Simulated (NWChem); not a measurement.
**doublet [C3H8]+: levels of theory compared**

Wanted: a comparison of 5 runs (U-revPBE/def2-SVP, UBLYP/def2-SVP, UPBE/def2-SVP, USVWN5/def2-SVP, UTPSS/def2-SVP) of doublet [C3H8]+. 

The calculation is run with NWChem 7.3.0.

## (1) Starting point

The species is [C3H8]+ (11 atoms), meant as a doublet with charge +1. As SMILES of the parent species, `CCC`. The shape is that of a PBE0-D4/def2-TZVP optimisation. That shape belongs to the parent species and isn't relaxed for this state.

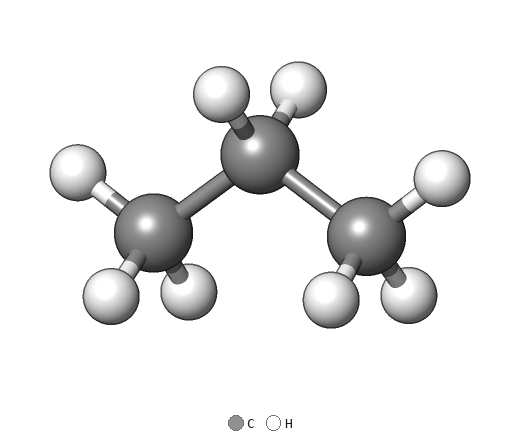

The structure, seen from a chosen angle (carbon grey, hydrogen white).

## (2) A single-point energy at U-revPBE/def2-SVP (run 1)

test.nw

```
start test
title "C3H8"
memory stack 880 mb heap 220 mb global 1100 mb
charge 1

geometry units bohr noautosym nocenter noautoz
 C     -1.57319700     1.36872863    -1.24438465
 C     -0.23432604     0.34978831     1.08205718
 C      1.74667386    -1.62781008     0.44314078
 H     -2.53298890    -0.14626480    -2.27201772
 H     -0.23111351     2.24688436    -2.54848465
 H     -2.98897981     2.78772398    -0.74984333
 H      0.65573497     1.91259181     2.10647771
 H     -1.62705419    -0.46241598     2.37992108
 H      2.68908028    -2.33910300     2.13690230
 H      3.19873941    -0.84810908    -0.80445641
 H      0.89761991    -3.24220311    -0.52950126
end

basis spherical bse
 C library def2-SVP
 H library def2-SVP
end

dft
 xc revpbe cpbe96
 mult 2
 grid xfine
 convergence energy 1e-08
 maxiter 100
 mulliken
 print medium
end

task dft energy
```

Run with:

```
nwchem test.nw > test.out
```

The program printed:

```text
[...]
          Wavefunction type:  spin polarized.
          No. of atoms     :    11
          No. of electrons :    25
[...]
          Charge           :     1
          Spin multiplicity:     2
[...]
          AO basis - number of functions:    82
[...]
              XC Information
              --------------
                        RevPBE Exchange Functional  1.000
            Perdew 1991 LDA Correlation Functional  1.000 local
           PerdewBurkeErnz. Correlation Functional  1.000 non-local
[...]
 d= 0,ls=0.0,diis     1   -118.5197873858 -2.01D+02  7.03D-03  2.08D-01     7.0
[...]
 d= 0,ls=0.5,diis    13   -118.6060030555 -6.02D-09  7.24D-07  7.01D-10    87.8
[...]
         Total DFT energy =     -118.606003057681
      One electron energy =     -315.331951645719
           Coulomb energy =      132.801267129930
    Exchange-Corr. energy =      -18.864319148038
 Nuclear repulsion energy =       82.789000606146
[...]
      Total Density - Mulliken Population Analysis
     ---------------------------------------------
    Atom       Charge   Shell Charges
 -----------   ------   -------------------------------------------------------
    1 C    6     6.03   1.98  0.93  0.15  2.12  0.83  0.02
    2 C    6     6.13   1.98  0.95  0.18  2.10  0.88  0.03
    3 C    6     6.03   1.98  0.93  0.15  2.12  0.83  0.02
    4 H    1     0.85   0.71  0.12  0.03
    5 H    1     0.85   0.71  0.12  0.03
    6 H    1     0.88   0.73  0.13  0.02
    7 H    1     0.81   0.68  0.10  0.03
    8 H    1     0.81   0.68  0.10  0.03
    9 H    1     0.88   0.73  0.13  0.02
   10 H    1     0.85   0.70  0.12  0.03
[...]
      <S2> =      0.7513 (Exact =     0.7500)
[...]
```

It took 95 s on 1 thread of Intel Xeon Platinum 8375C at 2.90GHz (Ice Lake), shared host; peak memory 0.14 GiB.

## (3) The energy at UBLYP/def2-SVP (run 2)

mymol.xyz

```xyz
11

C     -0.832500     0.724300    -0.658500
C     -0.124000     0.185100     0.572600
C      0.924300    -0.861400     0.234500
H     -1.340400    -0.077400    -1.202300
H     -0.122300     1.189000    -1.348600
H     -1.581700     1.475200    -0.396800
H      0.347000     1.012100     1.114700
H     -0.861000    -0.244700     1.259400
H      1.423000    -1.237800     1.130800
H      1.692700    -0.448800    -0.425700
H      0.475000    -1.715700    -0.280200
```

mymol.nw

```
start mymol
memory stack 880 mb heap 220 mb global 1100 mb
charge 1

geometry units angstroms noautosym nocenter noautoz
  load format xyz mymol.xyz
end

basis spherical bse
  * library def2-SVP
end

dft
  xc becke88 lyp
  mult 2
  grid xfine
  convergence energy 1e-08
  iterations 100
  mulliken
  noprint "final vectors analysis"
end

task dft energy
```

Run with:

```
nwchem mymol.nw > mymol.out
```

The program printed:

```text
[...]
          Wavefunction type:  spin polarized.
          No. of atoms     :    11
          No. of electrons :    25
[...]
          Charge           :     1
          Spin multiplicity:     2
[...]
          AO basis - number of functions:    82
[...]
              XC Information
              --------------
                    Becke 1988 Exchange Functional  1.000
              Lee-Yang-Parr Correlation Functional  1.000
[...]
 d= 0,ls=0.0,diis     1   -118.4692298093 -2.01D+02  7.32D-03  2.07D-01     7.2
[...]
 d= 0,ls=0.5,diis    14   -118.5560697396 -5.18D-09  4.90D-07  2.75D-10    93.6
[...]
         Total DFT energy =     -118.556069742426
      One electron energy =     -315.335419776533
           Coulomb energy =      132.806227098776
    Exchange-Corr. energy =      -18.815883608599
 Nuclear repulsion energy =       82.789006543930
[...]
      Total Density - Mulliken Population Analysis
     ---------------------------------------------
    Atom       Charge   Shell Charges
 -----------   ------   -------------------------------------------------------
    1 C    6     5.99   1.98  0.94  0.10  2.14  0.80  0.02
    2 C    6     6.06   1.98  0.96  0.12  2.12  0.84  0.03
    3 C    6     5.99   1.98  0.94  0.10  2.14  0.80  0.02
    4 H    1     0.87   0.70  0.14  0.03
    5 H    1     0.87   0.70  0.14  0.03
    6 H    1     0.91   0.73  0.15  0.02
    7 H    1     0.83   0.69  0.12  0.03
    8 H    1     0.83   0.69  0.12  0.03
    9 H    1     0.91   0.73  0.15  0.02
   10 H    1     0.87   0.70  0.14  0.03
[...]
      <S2> =      0.7516 (Exact =     0.7500)
[...]
```

It took 1.7 min on 1 thread of Intel Xeon Platinum 8375C at 2.90GHz (Ice Lake), shared host; peak memory 0.14 GiB.

Runs 3 to 4 aren't shown in full; the table further down has their settings and results.

## (4) A single-point energy at UTPSS/def2-SVP (run 5)

c3h8.xyz

```xyz
11
C3H8 energy
C     -0.832500     0.724300    -0.658500
C     -0.124000     0.185100     0.572600
C      0.924300    -0.861400     0.234500
H     -1.340400    -0.077400    -1.202300
H     -0.122300     1.189000    -1.348600
H     -1.581700     1.475200    -0.396800
H      0.347000     1.012100     1.114700
H     -0.861000    -0.244700     1.259400
H      1.423000    -1.237800     1.130800
H      1.692700    -0.448800    -0.425700
H      0.475000    -1.715700    -0.280200
```

c3h8.nw

```
echo
start c3h8
title "C3H8 energy"
memory stack 880 mb heap 220 mb global 1100 mb
charge 1

geometry units angstrom noautosym nocenter noautoz
  load c3h8.xyz
end

basis spherical bse
  * library def2-SVP
end

dft
  xc xtpss03 ctpss03
  mult 2
  grid xfine
  convergence energy 1e-08
  iterations 100
  mulliken
end

task dft
```

Run with:

```
nwchem c3h8.nw > c3h8.out
```

The program printed:

```text
[...]
          Wavefunction type:  spin polarized.
          No. of atoms     :    11
          No. of electrons :    25
[...]
          Charge           :     1
          Spin multiplicity:     2
[...]
          AO basis - number of functions:    82
[...]
              XC Information
              --------------
                  TPSS metaGGA Exchange Functional  1.000
             TPSS03 metaGGA Correlation Functional  1.000
[...]
 d= 0,ls=0.0,diis     1   -118.5755408059 -2.01D+02  6.62D-03  1.99D-01     9.4
[...]
 d= 0,ls=0.5,diis    14   -118.6655261110 -9.68D-09  6.86D-07  4.95D-10   130.4
[...]
         Total DFT energy =     -118.665526115898
      One electron energy =     -315.316023936571
           Coulomb energy =      132.800390057793
    Exchange-Corr. energy =      -18.938898781050
 Nuclear repulsion energy =       82.789006543930
[...]
      Total Density - Mulliken Population Analysis
     ---------------------------------------------
    Atom       Charge   Shell Charges
 -----------   ------   -------------------------------------------------------
    1 C    6     6.04   1.99  0.92  0.16  2.12  0.83  0.03
    2 C    6     6.14   1.99  0.95  0.19  2.10  0.88  0.04
    3 C    6     6.04   1.99  0.92  0.16  2.12  0.83  0.03
    4 H    1     0.85   0.71  0.11  0.03
    5 H    1     0.85   0.71  0.11  0.03
    6 H    1     0.88   0.74  0.12  0.02
    7 H    1     0.80   0.69  0.09  0.03
    8 H    1     0.80   0.69  0.09  0.03
    9 H    1     0.88   0.74  0.12  0.02
   10 H    1     0.85   0.71  0.11  0.03
[...]
      <S2> =      0.7527 (Exact =     0.7500)
[...]
```

Run time: 2.3 min. Hardware: 1 thread of Intel Xeon Platinum 8375C at 2.90GHz (Ice Lake), shared host; peak memory 0.14 GiB.

## (5) Overview of the runs

```
run              level  energy (Eh)  HOMO energy (eV)  LUMO energy (eV)   ⟨S²⟩  wall time
  1  U-revPBE/def2-SVP  -118.606003            -14.55            -14.43  0.751       95 s
  2     UBLYP/def2-SVP  -118.556070                 –                 –  0.752    1.7 min
  3      UPBE/def2-SVP  -118.463616            -14.56            -14.42  0.751       95 s
  4    USVWN5/def2-SVP  -117.487632            -14.55            -14.43  0.751       45 s
  5     UTPSS/def2-SVP  -118.665526            -14.75            -14.51  0.753    2.3 min
```

## (6) Outcome

| quantity | value |
| --- | --- |
| run 5: total energy | -118.66553 Eh |
| run 5: HOMO energy (highest over α and β) | -14.75 eV |
| run 5: LUMO energy (lowest over α and β) | -14.51 eV |
| run 5: ⟨S²⟩ | 0.753 |

**Reading.** Totals of different functionals can't be ranked against each other. All runs together took 7.9 min, the longest 2.3 min.
